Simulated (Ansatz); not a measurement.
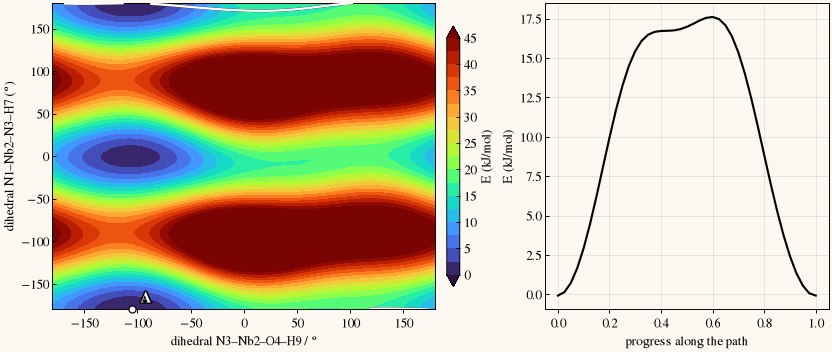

H₅N₂NbO₂, SMILES [NH]=[Nb]([NH2])([OH])[OH]. The first coordinate is: dihedral N3–Nb2–O4–H9; the second: dihedral N1–Nb2–N3–H7. Nothing is relaxed (all other coordinates rigid). The grid has 18 × 18 points. Energies: kJ/mol, counted from the lowest grid point. Theory: RKS PBE-D4/def2-SVP (Ansatz).

In the figure: filled contours, a line along the lowest path, one colour for all values above the top of the scale, the energy along the path at the right, the start A. Between grid points the surface is interpolated.

**Describe the path and its barrier.**

The easiest path leads from the well at about dihedral N3–Nb2–O4–H9 = −105°, dihedral N1–Nb2–N3–H7 = −180° to its copy one period on. Its highest point lies about 18 kJ/mol above the bottom of the first well on the interpolated surface, at about dihedral N3–Nb2–O4–H9 = 110°, dihedral N1–Nb2–N3–H7 = −180°. The start is the relaxed structure and all else is held, so a fully relaxed path at this level can only be lower.
